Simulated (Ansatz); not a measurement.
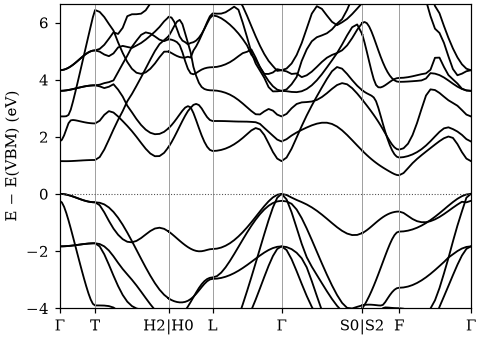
*Band structure from DFT-LDA in the program Ansatz with PAW potentials*

Question: Read off the gap and where the band edges lie.

Answer: About 0.7 eV (0.65 eV by a search for the band edges); maximum at Γ, minimum at F.

Question: Which of these materials gives this?
A. GaP, R-3m (Ga on 6c, P on 6c)
B. BaTiO3, R3m (Ba on 3a, Ti on 3a, O on 9b)
C. ZnHgS2, R3m (Zn on 3a, Hg on 3a, S on 3a, S on 3a)
D. TePb2Se, R-3m (Te on 3b, Pb on 6c, Se on 3a)

Answer: A, GaP, R-3m (Ga on 6c, P on 6c)

The workflow started from a Materials Project entry (that database holds measured and hypothetical structures alike); the Crystallography Open Database copy checked does not list it. It is not the phase usual at ambient conditions (space group No. 216). The cell was relaxed with LDA under the symmetry of its start; its stability against distortions is not shown here. Spin–orbit coupling is left out wherever it is not named.

Potentials: the later of the program's two PAW sets.
